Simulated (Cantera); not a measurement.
Input: 1 mol CS2, a varied amount of O2, held at 627 °C and 0.00133 bar.

Cantera equilibrium calculation (NASA polynomials, part measured and part estimated; ideal gas, pure solids and liquids). Candidate condensed phases: C, S; 22 gas species. Gases not in the tables: S3 to S7. Kinetics and transport are ignored.

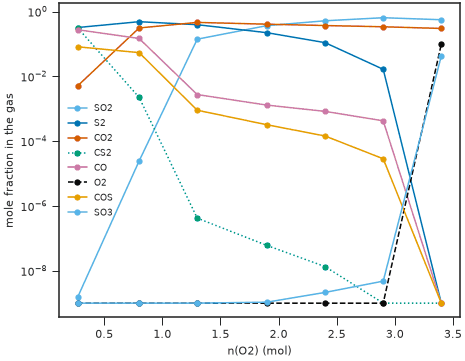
Figure. Equilibrium gas composition (values under 1e-9 drawn at 1e-9)

From 0.27 mol O2 to 3.4 mol O2 nothing is condensed. The main C-bearing gas is CS2 at 0.27 mol O2 and CO2 at 3.4 mol O2.
